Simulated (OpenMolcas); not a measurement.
# Single-point calculation of C₂H₂F₄ (charge +1) (part 2 of 2)

Continued. System: C₂H₂F₄, charge +1, multiplicity 2. Method: TPSS/cc-pVDZ, UKS (OpenMolcas 26.06). The geometry is that of the parent species in another charge or spin state. The geometry comes from this level: PBE0-D4/def2-TZVP.

Geometry of the input (Å):
```
F  -0.2246  -1.5065  0.9152
C  -0.2112  -0.7378  -0.2117
C  0.2112  0.6743  0.1355
F  1.4344  0.7113  0.6624
F  0.2171  1.4118  -0.9821
F  -0.6246  1.2436  1.0029
H  0.5020  -1.1486  -0.9301
H  -1.2123  -0.7051  -0.6479
```

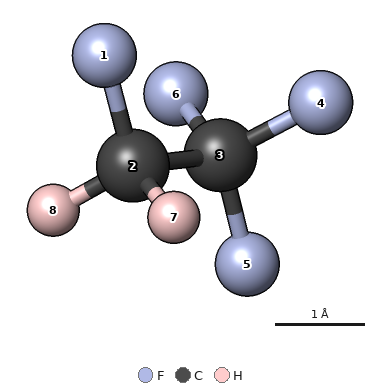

**Figure 1.** The input geometry (ball-and-stick view, seen at a tilt; atoms are numbered from 1 in the order of the input).

Output, continued:
```
Iter     Tot. [...]      One-elec.       Two-elec.     Energy      Max Dij or  Max Fij      DNorm      TNorm      AccCon     Time
         Energy          Energy          Energy        Change      Delta Norm                                                in Sec.
   1  -470.265130493 -1230.342798316   487.037706901   0.00E+00    1.41E-01*   4.87E-01*    1.39E+01   2.05E+02   None         6.
   2  -470.395595017 -1248.632308807   505.196752868  -1.30E-01*   2.78E-01*   2.84E-01*    1.64E+01   2.05E+02   EDIIS        5.
   3  -473.084577364 -1230.434220364   484.309682079  -2.69E+00*   6.09E-01*   2.89E-01*    1.02E+01   2.05E+02   EDIIS        5.
   4  -471.415371660 -1249.750680142   505.295347560   1.67E+00*   3.29E-01*   3.99E-01*    7.31E+00   2.07E+02   EDIIS        5.
   5  -474.712467593 -1249.640431897   501.888003382  -3.30E+00*   2.30E-01*   1.56E-01*    5.63E+00   2.05E+02   EDIIS        5.
   6  -475.799556377 -1239.620363828   490.780846528  -1.09E+00*   1.55E-01*   1.77E-01*    4.13E+00   2.06E+02   EDIIS        5.
   7  -476.003847206 -1242.074882487   493.031074359  -2.04E-01*   1.99E-01*   1.77E-01*    2.56E+00   2.05E+02   EDIIS        5.
   8  -476.063919445 -1246.923180745   497.819300377  -6.01E-02*   6.04E-02*   6.90E-02*    3.31E+00   2.06E+02   EDIIS        5.
   9  -476.378733790 -1242.153265215   492.734570503  -3.15E-01*   3.55E-01*   4.87E-02*    2.17E+00   2.05E+02   EDIIS        5.
  10  -476.318358845 -1243.533782492   494.175462725   6.04E-02*   2.00E-01*   2.29E-02*    1.51E+00   2.05E+02   EDIIS        5.
  11  -476.391662348 -1243.018150419   493.586527150  -7.33E-02*   4.69E-01*   3.39E-02*    7.11E-01   2.05E+02   EDIIS        5.
  12  -476.364332958 -1242.928682071   493.524388191   2.73E-02*   2.51E-01*   1.80E-02*    1.14E+00   2.05E+02   EDIIS        5.
  13  -476.396722805 -1242.941858898   493.505175172  -3.24E-02*   1.30E-01*   1.64E-02*    5.03E-01   2.05E+02   EDIIS        5.
  14  -476.400249332 -1242.629601482   493.189391228  -3.53E-03*   1.01E-01*   1.16E-02*    3.22E-01   2.05E+02   EDIIS        5.

       Fermi aufbau procedure completed!
      nOcc(alpha)=   25
      nOcc(beta) =   24

  15  -476.402139349 -1242.824573682   493.382473410  -1.89E-03*   1.11E-01*   4.91E-03*    2.31E-01   2.05E+02   c2DIIS       5.
  16  -476.401906658 -1242.942147030   493.500279449   2.33E-04*   4.80E-02*   2.87E-03*    2.11E-01   2.05E+02   c2DIIS       5.
  17  -476.403482851 -1242.898642925   493.455199151  -1.58E-03*   1.84E-01*   6.90E-03*    8.30E-02   2.05E+02   QNRc2DIIS    5.
  18  -476.400760668 -1242.710381197   493.269659608   2.72E-03*   1.39E-01*   2.67E-02*    2.90E-01   2.05E+02   QNRc2DIIS    5.
  19  -476.403638732 -1242.789361617   493.345761963  -2.88E-03*   1.17E-02*   1.11E-03*    2.18E-01   2.05E+02   QNRc2DIIS    5.
  20  -476.403659192 -1242.842905262   493.399285147  -2.05E-05*   6.24E-03*   7.10E-04*    2.54E-02   2.05E+02   QNRc2DIIS    5.
  21  -476.403663388 -1242.843709387   493.400085077  -4.20E-06*   2.68E-03*   2.85E-04*    1.23E-02   2.05E+02   QNRc2DIIS    5.
  22  -476.403664707 -1242.833374032   493.389748403  -1.32E-06*   1.19E-03*   7.01E-05*    5.73E-03   2.05E+02   QNRc2DIIS    5.
  23  -476.403664752 -1242.832933338   493.389307664  -4.49E-08*   4.08E-04*   5.04E-05*    1.99E-03   2.05E+02   QNRc2DIIS    5.
  24  -476.403664786 -1242.833015272   493.389389564  -3.38E-08*   1.08E-04*   1.18E-05*    8.34E-04   2.05E+02   QNRc2DIIS    5.
  25  -476.403664787 -1242.833549972   493.389924262  -1.72E-09*   7.34E-05*   4.06E-06*    2.93E-04   2.05E+02   QNRc2DIIS    6.
  26  -476.403664788 -1242.833314779   493.389689069  -3.31E-10*   4.23E-05*   2.36E-06*    1.33E-04   2.05E+02   QNRc2DIIS    6.
  27  -476.403664788 -1242.833222004   493.389596294  -1.13E-10*   1.23E-05*   1.09E-06*    7.86E-05   2.05E+02   QNRc2DIIS    5.
  28  -476.403664788 -1242.833314811   493.389689101  -1.80E-11    4.73E-06    3.79E-07*    2.98E-05   2.05E+02   QNRc2DIIS    5.
  29  -476.403664788 -1242.833289854   493.389664144  -3.41E-12    1.50E-06    4.34E-08     1.11E-05   2.05E+02   QNRc2DIIS    5.

       Convergence after  29 Iterations
--

 *****************************************************************************************************************************
 *                                             SCF/KS-DFT Program, Final results                                             *
 *                                                       Final Results                                                       *
 *****************************************************************************************************************************

::    Total KS-DFT energy                            -476.4036647877
      One-electron energy                           -1242.8332898540
      Two-electron energy                             493.3896641442
      Nuclear repulsion energy                        273.0399609220
      Kinetic energy (interpolated)                   474.2621478830
      Virial theorem                                    1.0045154709
      Total spin, S(S+1)                                0.7514054921
      Total spin, S                                     0.5007024993
      Max non-diagonal density matrix element           0.0000011583
      Max non-diagonal Fock matrix element              0.0000000252

      All orbitals with orbital energies smaller than  E(LUMO)+0.5 are printed

++    Molecular orbitals:
      -------------------

      Title: UKS-DFT orbitals (alpha)

      Molecular orbitals for symmetry species 1: a

          Orbital            1         2         3         4         5         6         7         8         9        10
          Energy          -24.7738  -24.7436  -24.7417  -24.7417  -10.5360  -10.4072   -1.5209   -1.4684   -1.4306   -1.4304
          Occ. No.          1.0000    1.0000    1.0000    1.0000    1.0000    1.0000    1.0000    1.0000    1.0000    1.0000

          Orbital           11        12        13        14        15        16        17        18        19        20
          Energy           -1.0339   -0.8896   -0.8189   -0.8165   -0.8136   -0.7615   -0.7462   -0.6923   -0.6776   -0.6761
          Occ. No.          1.0000    1.0000    1.0000    1.0000    1.0000    1.0000    1.0000    1.0000    1.0000    1.0000

          Orbital           21        22        23        24        25        26        27        28        29        30
          Energy           -0.6405   -0.6394   -0.6169   -0.6140   -0.6098   -0.2440   -0.1743   -0.1570   -0.0998   -0.0935
          Occ. No.          1.0000    1.0000    1.0000    1.0000    1.0000    0.0000    0.0000    0.0000    0.0000    0.0000

          Orbital           31        32        33        34        35        36        37
          Energy           -0.0911   -0.0828    0.1407    0.1679    0.1691    0.2023    0.2306
          Occ. No.          0.0000    0.0000    0.0000    0.0000    0.0000    0.0000    0.0000

--

      All orbitals with orbital energies smaller than  E(LUMO)+0.5 are printed

++    Molecular orbitals:
      -------------------

      Title: UKS-DFT orbitals (beta)

      Molecular orbitals for symmetry species 1: a

          Orbital            1         2         3         4         5         6         7         8         9        10
          Energy          -24.7641  -24.7395  -24.7375  -24.7375  -10.5336  -10.4038   -1.5135   -1.4505   -1.4221   -1.4219
          Occ. No.          1.0000    1.0000    1.0000    1.0000    1.0000    1.0000    1.0000    1.0000    1.0000    1.0000

          Orbital           11        12        13        14        15        16        17        18        19        20
          Energy           -1.0131   -0.8831   -0.8104   -0.8104   -0.7989   -0.7494   -0.7419   -0.6683   -0.6678   -0.6589
          Occ. No.          1.0000    1.0000    1.0000    1.0000    1.0000    1.0000    1.0000    1.0000    1.0000    1.0000

          Orbital           21        22        23        24        25        26        27        28        29        30
          Energy           -0.6315   -0.6307   -0.6107   -0.6025   -0.5813   -0.2354   -0.1664   -0.1503   -0.0903   -0.0900
          Occ. No.          1.0000    1.0000    1.0000    1.0000    0.0000    0.0000    0.0000    0.0000    0.0000    0.0000

          Orbital           31
          Energy           -0.0835
          Occ. No.          0.0000

--

++    Molecular charges:
      ------------------

      Mulliken charges per centre and basis function type
      ---------------------------------------------------

                            F1                      C2                      C3                      F4                      F5                      F6
                     alpha        beta       alpha        beta       alpha        beta       alpha        beta       alpha        beta       alpha        beta
      1s           1.9697      1.9660      1.5431      1.5495      1.4684      1.4514      1.9597      1.9587      1.9611      1.9605      1.9597      1.9587
      2px          0.9694      0.9433      0.5471      0.5418      0.3703      0.3709      0.7507      0.7367      0.9427      0.9337      0.8566      0.8496
      2pz          0.8061      0.7362      0.3855      0.3494      0.3626      0.3671      0.9061      0.8946      0.7905      0.7900      0.8464      0.8338
      2py          0.8891      0.6856      0.4194      0.3186      0.4628      0.3931      0.9477      0.8437      0.8732      0.7558      0.9014      0.7917
      3d2+         0.0003      0.0003      0.0109      0.0069      0.0351      0.0269      0.0012      0.0012      0.0003      0.0003      0.0005      0.0005
      3d1+         0.0005      0.0005      0.0135      0.0138      0.0404      0.0406      0.0011      0.0011      0.0005      0.0005      0.0011      0.0011
      3d0          0.0009      0.0009      0.0147      0.0122      0.0369      0.0342      0.0004      0.0004      0.0010      0.0010      0.0006      0.0006
      3d1-         0.0012      0.0012      0.0146      0.0145      0.0312      0.0300      0.0001      0.0001      0.0014      0.0014      0.0007      0.0007
      3d2-         0.0002      0.0002      0.0071      0.0059      0.0305      0.0275      0.0006      0.0007      0.0002      0.0002      0.0006      0.0006
      Total        4.6374      4.3344      2.9560      2.8126      2.8382      2.7417      4.5677      4.4372      4.5709      4.4436      4.5676      4.4373
      Total              8.9717                  5.7686                  5.5799                  9.0049                  9.0145                  9.0049

      Charge            0.0283                  0.2314                  0.4201                 -0.0049                 -0.0145                 -0.0049

                            H7                      H8
                     alpha        beta       alpha        beta
      1s           0.4154      0.3817      0.4155      0.3817
      2px          0.0067      0.0056      0.0101      0.0098
      2pz          0.0057      0.0059      0.0034      0.0035
      2py          0.0033      0.0033      0.0022      0.0016
      3d2+         0.0000      0.0000      0.0000      0.0000
      3d1+         0.0000      0.0000      0.0000      0.0000
      3d0          0.0000      0.0000      0.0000      0.0000
      3d1-         0.0000      0.0000      0.0000      0.0000
      3d2-         0.0000      0.0000      0.0000      0.0000
      Total        0.4311      0.3967      0.4312      0.3966
      Total              0.8278                  0.8277

      Charge            0.1722                  0.1723

      Total electronic charge=   49.000000

      Total            charge=    1.000000
--

++    Molecular orbitals:
      -------------------

      Title: Natural orbitals

      Molecular orbitals for symmetry species 1: a

          Orbital            1         2         3         4         5         6         7         8         9        10
          Energy          -24.7449  -24.7204  -24.7179  -24.7118  -10.5173  -10.3997   -0.6124   -1.0147   -0.6780   -0.6898
          Occ. No.          2.0000    2.0000    2.0000    2.0000    2.0000    2.0000    2.0000    2.0000    2.0000    2.0000

          Orbital           11        12        13        14        15        16        17        18        19        20
          Energy           -0.7853   -0.8314   -0.6837   -1.3822   -1.3765   -0.9864   -1.2388   -0.6880   -1.4396   -0.8252
          Occ. No.          2.0000    2.0000    2.0000    2.0000    2.0000    2.0000    2.0000    2.0000    2.0000    1.9999

          Orbital           21        22        23        24        25        26        27        28        29        30
          Energy           -0.7029   -0.7342   -0.8865   -0.7443   -0.5997    0.2639    0.3427    0.0242    0.0564    0.5300
          Occ. No.          1.9999    1.9999    1.9999    1.9998    1.0000    0.0002    0.0001    0.0001    0.0001    0.0001

          Orbital           31        32        33        34        35        36        37        38        39        40
          Energy            1.8243    0.3320    1.5747    1.2279    2.5272    2.4904    0.6953    0.9344    0.8724    0.9576
          Occ. No.          0.0000    0.0000    0.0000    0.0000    0.0000    0.0000    0.0000    0.0000    0.0000    0.0000

          Orbital           41        42        43        44        45        46        47        48        49        50
          Energy            0.7866    0.8946    1.0842    1.0093    1.6206    1.3535    1.8705    1.8247    1.8260    0.1446
          Occ. No.          0.0000    0.0000    0.0000    0.0000    0.0000    0.0000    0.0000    0.0000    0.0000    0.0000

          Orbital           51        52        53        54        55        56        57        58        59        60
          Energy            0.2465    1.0169    1.6343    0.7043    0.9643    0.9093    0.8669    0.5315    1.3956    1.3024
          Occ. No.          0.0000    0.0000    0.0000    0.0000    0.0000    0.0000    0.0000    0.0000    0.0000    0.0000

          Orbital           61        62        63        64        65        66        67        68        69        70
          Energy            1.6034    0.9380    2.9522    1.3038    1.0745    1.2310    0.8047    2.1043    1.1933    0.9575
          Occ. No.          0.0000    0.0000    0.0000    0.0000    0.0000    0.0000    0.0000    0.0000    0.0000    0.0000

          Orbital           71        72        73        74        75        76        77        78        79        80
          Energy            2.7313    0.9005    0.8749    1.2021    1.3083    3.2246    2.1021    1.1239    3.2167    3.2869
          Occ. No.          0.0000    0.0000    0.0000    0.0000    0.0000    0.0000    0.0000    0.0000    0.0000    0.0000

          Orbital           81        82        83        84        85        86        87        88        89        90
          Energy            2.0262    3.6123    3.0302    2.3084    3.4310    0.9853    3.0498    3.0825    3.7339    3.1293
          Occ. No.          0.0000    0.0000    0.0000    0.0000    0.0000    0.0000    0.0000    0.0000    0.0000    0.0000

          Orbital           91        92        93        94
          Energy            3.4451    3.6607    3.4647    3.1232
          Occ. No.          0.0000    0.0000    0.0000    0.0000

--

++    Molecular properties:
      ---------------------

      Charge (e):
                      =    1.0000
      Dipole Moment (debye):
      Origin of the operator (angstrom)=    0.1424    0.3207    0.2731
                   X= -1.0529E+00               Y= -2.6802E+00               Z= -2.1836E+00           Total=  3.6139E+00
      Center of Charge (angstrom)
                     X=   -0.07681068               Y=   -0.23734751               Z=   -0.18147306
      Quadrupole Moment (debye*angstrom):
      Origin of the operator (angstrom)=    0.1424    0.3207    0.2731
                  XX= -2.6266E+01              XY=  1.5389E+00              XZ=  8.2838E-01              YY= -2.2483E+01
                  YZ=  2.5602E+00              ZZ= -2.5795E+01
      In traceless form (debye*angstrom)
                  XX= -2.1274E+00              XY=  2.3083E+00              XZ=  1.2426E+00              YY=  3.5472E+00
                  YZ=  3.8403E+00              ZZ= -1.4198E+00
--

--- Stop Module: scf /rc=_RC_ALL_IS_WELL_ ---
--- Module scf spent 2 minutes 47 seconds ---

.##################.
.# Happy landing! #.
.##################.

    Timing: Wall=170.18 User=159.22 System=10.93
```

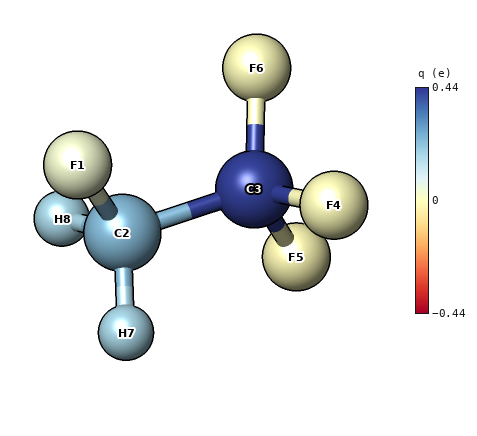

**Figure 2.** Mulliken charges, as the colour of each atom (ball-and-stick view, seen at a tilt; atoms are numbered from 1 in the order of the input). By element: F −0.01 to +0.03, C +0.23 to +0.42 and H +0.17 e.

Key numbers:

| quantity | value |
| --- | --- |
| outcome | converged |
| total energy | −476.403665 hartree |
| basis functions | 94 |
| ⟨S²⟩ | 0.751 |
| hardware | 1 thread of Arm Neoverse V1, 24 GiB of memory available, shared host |
| wall time | 2.8 min |
| peak memory | 0.52 GiB |
